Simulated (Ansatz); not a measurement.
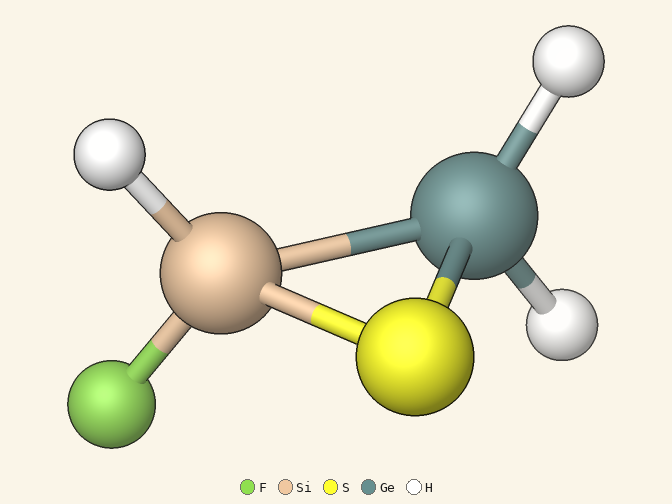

Rendered structure (ball-and-stick style). Every bond is drawn as one stick, whatever its order.

Give the formula.

Answer. FGeH₃SSi, 7 atoms: 1 fluorine, 1 germanium, 3 hydrogen, 1 sulfur and 1 silicon.

Give a SMILES string for it.

Answer. F[Si@H]1[S][GeH2]1

How many bonds of each kind are drawn?

Answer. 2 Ge–H, 1 F–Si, 1 S–Si, 1 Ge–S, 1 Ge–Si, 1 Si–H.

Name some functional groups or characteristic bonds that it holds.

Answer. Among them: Si–H bond.

How many sets of symmetry-equivalent atoms are there?

Answer. 7: 1 F, 1 Si, 1 S, 1 Ge, 1 H, 1 H, 1 H.

More results for the same structure follow; atom numbers are the same in all pictures, views and colours differ. Computed geometry: PBE0-D4/def2-TZVP optimisation.

### Geometry

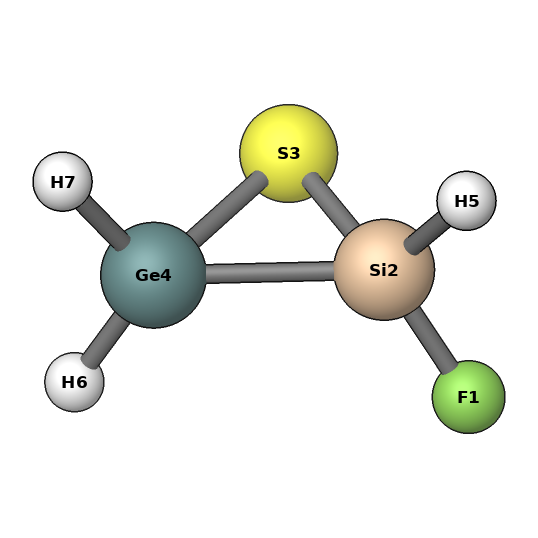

Numbered structure.

Give the bond lengths.

```json
{"bond": "F1–Si2", "length (Å)": "1.594"}
{"bond": "Si2–S3", "length (Å)": "2.093"}
{"bond": "Si2–Ge4", "length (Å)": "2.290"}
{"bond": "Si2–H5", "length (Å)": "1.476"}
{"bond": "S3–Ge4", "length (Å)": "2.310"}
{"bond": "Ge4–H6", "length (Å)": "1.531"}
{"bond": "Ge4–H7", "length (Å)": "1.532"}
```

### Levels of theory compared

Program: Ansatz 0.2.0.

At this fixed geometry, give HOMO energy (eV), HOMO–LUMO gap (eV) at these levels: B3LYP-D4/def2-TZVPP; B97M-V/def2-TZVPP; BLYP-D4/def2-TZVPP; CAM-B3LYP-D4/def2-TZVPP; HSE06 (plane-wave form)-D4/def2-TZVPP; PBE-D4/def2-TZVPP; PBE0-D4/def2-TZVPP; r2SCANh-D4/def2-TZVPP; revPBE-D4/def2-TZVPP; ωB97M-V/def2-TZVPP; ωB97X-V/def2-TZVPP.

```json
{"level": "B3LYP-D4/def2-TZVPP", "HOMO energy (eV)": "−7.17", "HOMO–LUMO gap (eV)": "6.19"}
{"level": "B97M-V/def2-TZVPP", "HOMO energy (eV)": "−6.62", "HOMO–LUMO gap (eV)": "5.26"}
{"level": "BLYP-D4/def2-TZVPP", "HOMO energy (eV)": "−6.18", "HOMO–LUMO gap (eV)": "4.71"}
{"level": "CAM-B3LYP-D4/def2-TZVPP", "HOMO energy (eV)": "−8.56", "HOMO–LUMO gap (eV)": "8.81"}
{"level": "HSE06 (plane-wave form)-D4/def2-TZVPP", "HOMO energy (eV)": "−6.99", "HOMO–LUMO gap (eV)": "5.86"}
{"level": "PBE-D4/def2-TZVPP", "HOMO energy (eV)": "−6.34", "HOMO–LUMO gap (eV)": "4.77"}
{"level": "PBE0-D4/def2-TZVPP", "HOMO energy (eV)": "−7.38", "HOMO–LUMO gap (eV)": "6.62"}
{"level": "r2SCANh-D4/def2-TZVPP", "HOMO energy (eV)": "−6.97", "HOMO–LUMO gap (eV)": "5.91"}
{"level": "revPBE-D4/def2-TZVPP", "HOMO energy (eV)": "−6.29", "HOMO–LUMO gap (eV)": "4.82"}
{"level": "ωB97M-V/def2-TZVPP", "HOMO energy (eV)": "−9.33", "HOMO–LUMO gap (eV)": "10.40"}
{"level": "ωB97X-V/def2-TZVPP", "HOMO energy (eV)": "−9.51", "HOMO–LUMO gap (eV)": "10.77"}
```

### Dipole moment

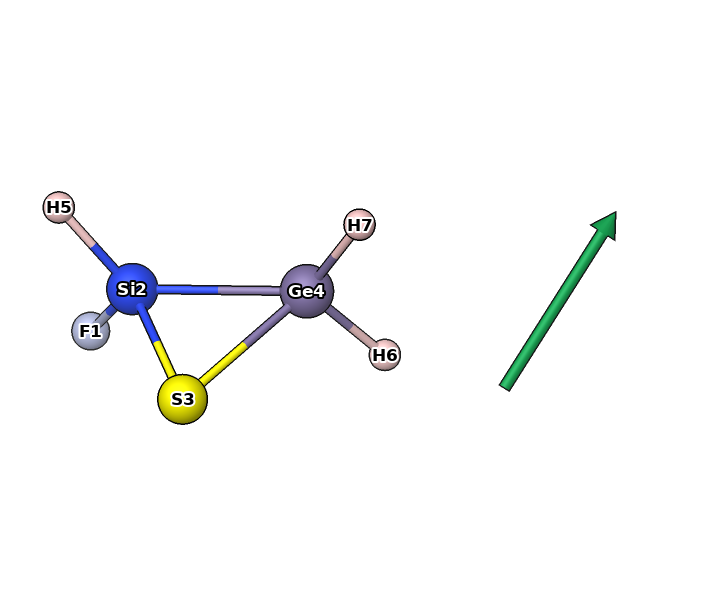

The arrow beside the molecule shows the direction of the dipole moment, from the negative to the positive end (its length means nothing). Properties computed with RKS ωB97M-V/def2-TZVPP (Ansatz 0.2.0).

How large is the dipole moment?

Answer. 1.98 D; it points from the side of F1, S3 to the side of H7 (the outermost atoms at the two ends).

### Vibrations

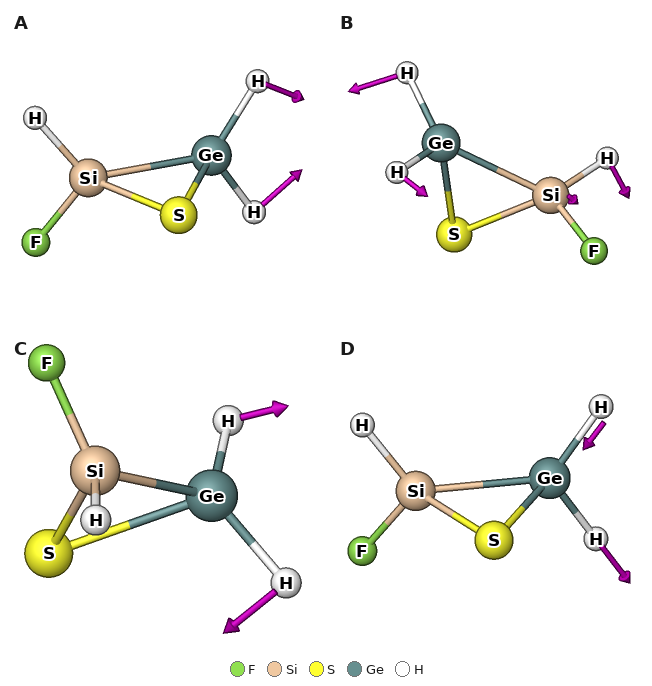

4 normal modes of one molecule or complex, as arrows. Harmonic vibrations computed with RKS PBE0-D4/def2-TZVP (Ansatz 0.2.0) at a stationary point of the same level.

Match the panels to the wavenumbers 379 cm⁻¹, 548 cm⁻¹, 852 cm⁻¹, 2176 cm⁻¹.

Answer. A: 852 cm⁻¹, angle bending
B: 379 cm⁻¹
C: 548 cm⁻¹, H–Ge–S bending
D: 2176 cm⁻¹, out-of-phase stretching of 2 Ge–H bonds
